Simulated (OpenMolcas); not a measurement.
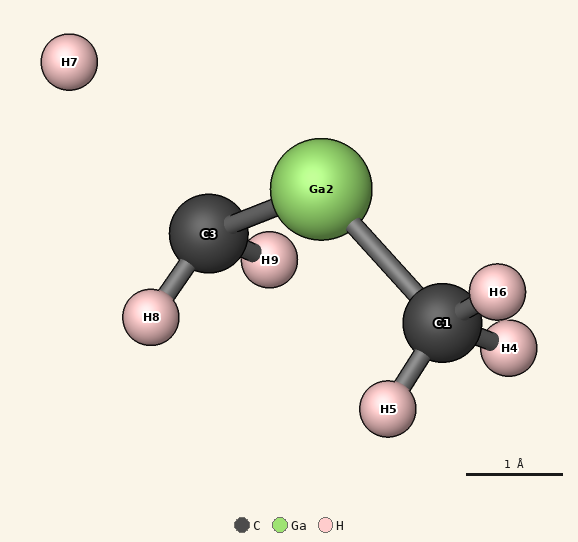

Figure 1. The input geometry (ball-and-stick view, seen at a tilt; atoms are numbered from 1 in the order of the input). Sticks mark near contacts.

Single-point calculation, with input and output: C2H6Ga (part 1 of 3)

System: C2H6Ga, multiplicity 2.
Method: BHLYP/6-31G*, UKS (OpenMolcas 26.06).

A bond length was changed on purpose from its optimised value.

## Input
```
* C2H6Ga Kohn-Sham DFT

&GATEWAY
  BASLIB = $CurrDir
  COORD
  9
  angstrom
  C       -2.360274       1.591679      -0.357829
  Ga      -0.657024       0.814219       0.339901
  C        0.160296      -0.710951      -0.659159
  H       -3.127944       0.811169      -0.355649
  H       -2.206124       1.908359      -1.394209
  H       -2.716344       2.439999       0.225071
  H        2.201980      -1.496820       0.318200
  H        0.355726      -0.393371      -1.688359
  H       -0.559534      -1.535021      -0.692839
  BASIS = 6-31Gs
  GROUP = NoSym

&SEWARD
  GRIDINPUT
  Grid=UltraFine
  End of Grid

&SCF
  UHF
  SPIN = 2
  KSDFT = HYB_GGA_XC_BHANDHLYP
  THRESHOLDS = 1e-10 1e-07 1e-07 1e-05
  PRORBITALS = 1 2
```

Hardware: 1 thread of Intel Xeon @ 2.50GHz (Skylake/Cascade Lake), 96 GiB of memory available, shared host.

Launch command:
```bash
export MOLCAS_MEM=1860
pymolcas run.input > run.log
```

## The program's output
```
--- Start Module: gateway ---

                                              &GATEWAY

                       available to each process: 1.9 GB of memory, 1 thread

 Basis Set     1 Label: C.6-31GS
 Basis set is read from library:.
 basistype.tbl is not found

 Basis Set     2 Label: GA.6-31GS
 Basis set is read from library:.
 basistype.tbl is not found

 Basis Set     3 Label: C.6-31GS
 Basis set is read from library:.
 basistype.tbl is not found

 Basis Set     4 Label: H.6-31GS
 Basis set is read from library:.
 basistype.tbl is not found

++    Symmetry information:
      ---------------------

                    Character Table for C1

                             E
                    a        1  x, y, xy, Rz, z, xz, Ry, yz, Rx, I
--

++    Basis set information:
      ----------------------

      Basis set label: C.6-31GS.........

      Electronic valence basis set:
      ------------------
      Associated Effective Charge   6.000000 au
      Associated Actual Charge      6.000000 au
      Nuclear Model: Point charge

      Shell  nPrim  nBasis  Cartesian Spherical Contaminant
         s      10       3        X
         p       4       2        X
         d       1       1                 X

      Basis set label: GA.6-31GS.........

      Electronic valence basis set:
      ------------------
      Associated Effective Charge  31.000000 au
      Associated Actual Charge     31.000000 au
      Nuclear Model: Point charge

      Shell  nPrim  nBasis  Cartesian Spherical Contaminant
         s      22       5        X
         p      16       4        X
         d       5       3                 X

      Basis set label: C.6-31GS.........

      Electronic valence basis set:
      ------------------
      Associated Effective Charge   6.000000 au
      Associated Actual Charge      6.000000 au
      Nuclear Model: Point charge

      Shell  nPrim  nBasis  Cartesian Spherical Contaminant
         s      10       3        X
         p       4       2        X
         d       1       1                 X

      Basis set label: H.6-31GS.........

      Electronic valence basis set:
      ------------------
      Associated Effective Charge   1.000000 au
      Associated Actual Charge      1.000000 au
      Nuclear Model: Point charge

      Shell  nPrim  nBasis  Cartesian Spherical Contaminant
         s       4       2        X
--

++    Molecular structure info:
      -------------------------

                    ************************************************
                    **** Cartesian Coordinates / bohr, angstrom ****
                    ************************************************

     Center  Label                x              y              z                     x              y              z
        1      C1              -4.460271       3.007837      -0.676199             -2.360274       1.591679      -0.357829
        2      GA2             -1.241595       1.538651       0.642320             -0.657024       0.814219       0.339901
        3      C3               0.302916      -1.343503      -1.245630              0.160296      -0.710951      -0.659159
        4      H4              -5.910957       1.532887      -0.672079             -3.127944       0.811169      -0.355649
        5      H5              -4.168970       3.606276      -2.634673             -2.206124       1.908359      -1.394209
        6      H6              -5.133146       4.610930       0.425323             -2.716344       2.439999       0.225071
        7      H7               4.161139      -2.828580       0.601311              2.201980      -1.496820       0.318200
        8      H8               0.672225      -0.743363      -3.190536              0.355726      -0.393371      -1.688359
        9      H9              -1.057366      -2.900769      -1.309276             -0.559534      -1.535021      -0.692839

                    ***************************************
                    *    InterNuclear Distances / bohr    *
                    ***************************************

               1 C1            2 GA2           3 C3            4 H4            5 H5            6 H6
    1 C1       0.000000
    2 GA2      3.775828        0.000000
    3 C3       6.476601        3.775802        0.000000
    4 H4       2.068812        4.850837        6.871302        0.000000
    5 H5       2.068479        4.856262        6.813774        3.344433        0.000000
    6 H6       2.058158        4.962878        8.233961        3.359111        3.361925        0.000000
    7 H7      10.489257        6.947224        4.527972       11.049482       11.012251       11.906344
    8 H8       6.836367        4.853976        2.068627        7.406904        6.531884        8.685921
    9 H9       6.847787        4.852949        2.068694        6.604595        7.333512        8.720461

               7 H7            8 H8            9 H9
    7 H7       0.000000
    8 H8       5.558665        0.000000
    9 H9       5.557729        3.344402        0.000000

                    *******************************************
                    *    InterNuclear Distances / angstrom    *
                    *******************************************

               1 C1            2 GA2           3 C3            4 H4            5 H5            6 H6
    1 C1       0.000000
    2 GA2      1.998082        0.000000
    3 C3       3.427270        1.998068        0.000000
    4 H4       1.094768        2.566952        3.636137        0.000000
    5 H5       1.094592        2.569823        3.605694        1.769798        0.000000
    6 H6       1.089130        2.626242        4.357225        1.777565        1.779054        0.000000
    7 H7       5.550676        3.676313        2.396100        5.847134        5.827432        6.300566
    8 H8       3.617650        2.568613        1.094670        3.919565        3.456524        4.596391
    9 H9       3.623693        2.568070        1.094706        3.495001        3.880727        4.614669

               7 H7            8 H8            9 H9
    7 H7       0.000000
    8 H8       2.941519        0.000000
    9 H9       2.941023        1.769781        0.000000

                    **************************************
                    *    Valence Bond Angles / degree    *
                    **************************************
                          Atom centers                 Phi
                      4 H4       1 C1       5 H5       107.87
                      4 H4       1 C1       6 H6       108.97
                      5 H5       1 C1       6 H6       109.11
                      8 H8       3 C3       9 H9       107.87
--

            Nuclear Potential Energy            163.61175158 au

--- Stop Module: gateway /rc=_RC_ALL_IS_WELL_ ---

--- Start Module: seward ---

                                              &SEWARD

                       available to each process: 1.9 GB of memory, 1 thread

               SEWARD will generate:
                  Multipole Moment integrals up to order  2
                  Kinetic Energy integrals
                  Nuclear Attraction integrals (point charge)
                  One-Electron Hamiltonian integrals
                  Velocity integrals
                  Orbital angular momentum around ( -1.4852   1.3067   0.1453 )
                  Velocity quadrupole around ( -1.4852   1.3067   0.1453 )
                  Two-Electron Repulsion integrals

                   Integrals are discarded if absolute value <: 1.00E-14
                   Integral cutoff threshold is set to       <: 1.00E-16

            Nuclear Potential Energy            163.61175158 au

      Basis set specifications :
      Symmetry species         a
      Basis functions           72

--- Stop Module: seward /rc=_RC_ALL_IS_WELL_ ---
--- Module seward spent 2 seconds ---

--- Start Module: scf ---

                                                &SCF

                       available to each process: 1.9 GB of memory, 1 thread

++    Input section:
      --------------

      Header of the integral files:

      Cartesian coordinates in angstrom:
      -----------------------------------------------------
      No.  Label        X            Y            Z
      -----------------------------------------------------
       1   C1        -2.36027400   1.59167900  -0.35782900
       2   GA2       -0.65702400   0.81421900   0.33990100
       3   C3         0.16029600  -0.71095100  -0.65915900
       4   H4        -3.12794400   0.81116900  -0.35564900
       5   H5        -2.20612400   1.90835900  -1.39420900
       6   H6        -2.71634400   2.43999900   0.22507100
       7   H7         2.20198000  -1.49682000   0.31820000
       8   H8         0.35572600  -0.39337100  -1.68835900
       9   H9        -0.55953400  -1.53502100  -0.69283900
      -----------------------------------------------------
      Nuclear repulsion energy =  163.61175158
--

++    Orbital specifications:
      -----------------------

      Symmetry species               1
                                     a
      Frozen orbitals                0
      Occupied orbitals alpha       25
      Occupied orbitals beta        24
      Secondary orbitals alpha      47
      Secondary orbitals beta       48
      Deleted orbitals               0
      Total number of orbitals      72
      Number of basis functions     72
--

      Molecular charge                           0.000

      Numerical integration parameters
      --------------------------------
      Radial quadrature type:                         MHL
      Size of radial grid:                            99
      Lebedev angular grid:                           41
      Angular grid pruned with the crowding factor:  1.00E+10
                                 and fading factor:  1.00E+01
      Screening threshold for integral computation:   1.00E-11
      Radial quadrature accuracy:                     1.00E-25
      Maximum batch size:                             128
      AO values are stored on disk
      The same grid will be used for all iterations.

      DFT functional specifications
      -----------------------------
      Using Libxc version: 6.2.2
      Please cite the following reference:
      S. Lehtola, C. Steigemann, M. J.T. Oliveira, and M. A.L. Marques.,  SoftwareX 7, 1–5 (2018) doi:10.1016/j.softx.2017.11.002

      * BHandHLYP
        - Defined through Gaussian implementation. doi:

++    Optimization specifications:
      ----------------------------

      SCF Algorithm: Conventional USCF
      D(i)-D(i-1) density differences are used
      Number of density matrices in core                 5
      Maximum number of NDDO SCF iterations            400
      Maximum number of HF SCF iterations              400
      Threshold for SCF energy change             1.00E-10
      Threshold for density matrix                1.00E-07
      Threshold for Fock matrix                   1.00E-07
      Threshold for linear dependence             1.00E-09
      Threshold at which DIIS is turned on        1.50E-01
      Maximum depth in the DIIS procedure                5
      Maximum depth in the BFGS Hessian update          30
      Threshold at which QNR/C2DIIS is turned on  7.50E-02
      Threshold for Norm(delta) (QNR/C2DIIS)      1.00E-05
      All orbitals punched on: UHFORB
--

      Input vectors read from INPORB
      Orbital file label: *Guess orbitals

++ Convergence information
                               UHF [...]      iterations: Energy and convergence statistics

Iter     Tot. [...]      One-elec.       Two-elec.     Energy      Max Dij or  Max Fij      DNorm      TNorm      AccCon     Time
         Energy          Energy          Energy        Change      Delta Norm                                                in Sec.

 The total and one-electron energies are shifted by a value of      2000. a.u.

   1    -3.603345269 -1150.791986190   983.576889341   0.00E+00    2.43E-01*   5.98E-01*    9.97E+00   2.92E+02   None         3.
   2    -3.410586581 -1174.525454983  1007.503116823   1.93E-01*   1.28E-01*   5.32E-02*    3.96E+00   2.96E+02   EDIIS        2.
   3    -3.977755104 -1154.197980362   986.608473679  -5.67E-01*   8.53E-02*   1.77E-02*    1.61E+00   2.93E+02   c2DIIS       2.
   4    -4.033348253 -1157.497407062   989.852307230  -5.56E-02*   1.33E-01*   4.15E-03*    8.02E-01   2.93E+02   c2DIIS       2.
   5    -4.040744545 -1157.927365819   990.274869695  -7.40E-03*   2.57E-01*   3.69E-02*    7.33E-01   2.93E+02   c2DIIS       2.
   6    -4.061992627 -1159.738725676   992.064981470  -2.12E-02*   2.62E-01*   1.35E-02*    4.67E-01   2.93E+02   c2DIIS       2.
   7    -4.067814917 -1160.261662983   992.582096486  -5.82E-03*   2.25E-01*   5.36E-03*    3.50E-01   2.93E+02   c2DIIS       2.
   8    -4.069875341 -1160.035214628   992.353587708  -2.06E-03*   1.81E-01*   3.04E-03*    3.13E-01   2.93E+02   c2DIIS       2.
   9    -4.070621892 -1159.767654399   992.085280928  -7.47E-04*   1.90E-01*   1.47E-03*    3.01E-01   2.93E+02   c2DIIS       2.
  10    -4.071115725 -1159.842519841   992.159652537  -4.94E-04*   1.67E-01*   2.87E-03*    2.97E-01   2.93E+02   c2DIIS       2.
  11    -4.072174740 -1159.870037978   992.186111659  -1.06E-03*   1.79E-01*   6.59E-03*    2.81E-01   2.93E+02   c2DIIS       2.
  12    -4.073935534 -1160.048491619   992.362804506  -1.76E-03*   1.82E-01*   3.36E-03*    2.57E-01   2.93E+02   c2DIIS       2.
  13    -4.074746735 -1160.202615299   992.516116985  -8.11E-04*   5.08E-02*   2.98E-02*    2.41E-01   2.93E+02   c2DIIS       2.
  14    -4.078598606 -1160.356788706   992.666438520  -3.85E-03*   4.64E-02*   2.69E-03*    9.91E-02   2.93E+02   QNRc2DIIS    2.
  15    -4.078810995 -1160.417907201   992.727344627  -2.12E-04*   9.31E-02*   1.91E-03*    5.66E-02   2.93E+02   QNRc2DIIS    2.
  16    -4.079060773 -1160.448344814   992.757532462  -2.50E-04*   6.53E-02*   1.33E-03*    1.06E-01   2.93E+02   QNRc2DIIS    2.
  17    -4.079139327 -1160.394454770   992.703563863  -7.86E-05*   5.38E-02*   1.00E-03*    7.23E-02   2.93E+02   QNRc2DIIS    2.
  18    -4.079151740 -1160.593312086   992.902408766  -1.24E-05*   6.34E-03*   2.81E-03*    5.83E-02   2.93E+02   QNRc2DIIS    2.
  19    -4.079172246 -1160.397249619   992.706325793  -2.05E-05*   5.79E-03*   6.15E-04*    1.20E-02   2.93E+02   QNRc2DIIS    2.
  20    -4.079174007 -1160.428883106   992.737957520  -1.76E-06*   9.08E-04*   4.17E-05*    6.85E-03   2.93E+02   QNRc2DIIS    2.
  21    -4.079174075 -1160.431099941   992.740174287  -6.83E-08*   5.42E-04*   1.58E-05*    1.35E-03   2.93E+02   QNRc2DIIS    2.
  22    -4.079174084 -1160.430464644   992.739538981  -8.94E-09*   1.21E-04*   7.25E-06*    6.28E-04   2.93E+02   QNRc2DIIS    2.
  23    -4.079174085 -1160.430344700   992.739419035  -1.56E-09*   5.04E-05*   2.32E-06*    1.88E-04   2.93E+02   QNRc2DIIS    2.
  24    -4.079174086 -1160.430384676   992.739459012  -2.05E-10*   1.54E-05*   5.95E-07*    6.56E-05   2.93E+02   QNRc2DIIS    2.
  25    -4.079174086 -1160.430393403   992.739467738  -2.36E-11    8.89E-06    2.52E-07*    2.30E-05   2.93E+02   QNRc2DIIS    2.
  26    -4.079174086 -1160.430391637   992.739465972  -3.18E-12    2.66E-06    9.65E-08     1.19E-05   2.93E+02   QNRc2DIIS    2.

       Convergence after  26 Iterations
--

 *****************************************************************************************************************************
 *                                             SCF/KS-DFT Program, Final results                                             *
 *                                                       Final Results                                                       *
 *****************************************************************************************************************************

::    Total KS-DFT energy                           -2004.0791740856
      One-electron energy                           -3160.4303916367
      Two-electron energy                             992.7394659719
      Nuclear repulsion energy                        163.6117515792
      Kinetic energy (interpolated)                  2000.8932694653
      Virial theorem                                    1.0015922412
      Total spin, S(S+1)                                1.7021455799
      Total spin, S                                     0.8971920340
      Max non-diagonal density matrix element           0.0000014001
      Max non-diagonal Fock matrix element              0.0000000970

      All orbitals with orbital energies smaller than  E(LUMO)+0.5 are printed

++    Molecular orbitals:
      -------------------

      Title: UKS-DFT orbitals (alpha)
```
